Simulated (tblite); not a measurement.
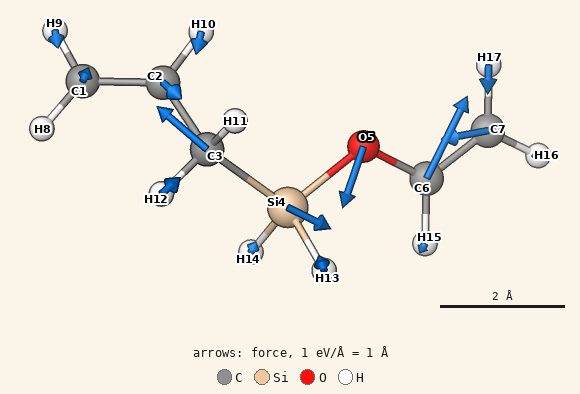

Starting geometry of C5H10OSi with the computed forces as blue arrows. A ball-and-stick model, seen at a tilt.

The calculation used GFN2-xTB geometry optimisation, gas phase in tblite 0.8.0. 

**What follows when this structure is relaxed?**

It isn't relaxed: the largest force vector, on C6, is 1.51 eV/Å. The final displacements have little in common with the starting forces (cosine between the two patterns 0.13). After 68 geometry steps the energy has fallen by 0.170 eV. The atom that moves furthest after the best rigid fit is H17 (0.39 Å). Largest moves by element: H 0.39 Å, O 0.27 Å, C 0.26 Å, Si 0.22 Å. Near-neighbour distances that change, for instance: Si4–O5 1.669 → 1.628 Å, C2–C3 1.520 → 1.488 Å, C3–Si4 1.875 → 1.901 Å, Si4–H13 1.492 → 1.467 Å. Among the angles between lasting bonds that change: Si4–O5–C6 120.1° → 131.0°, C3–Si4–O5 112.4° → 103.0°, C2–C3–Si4 115.0° → 111.5°.
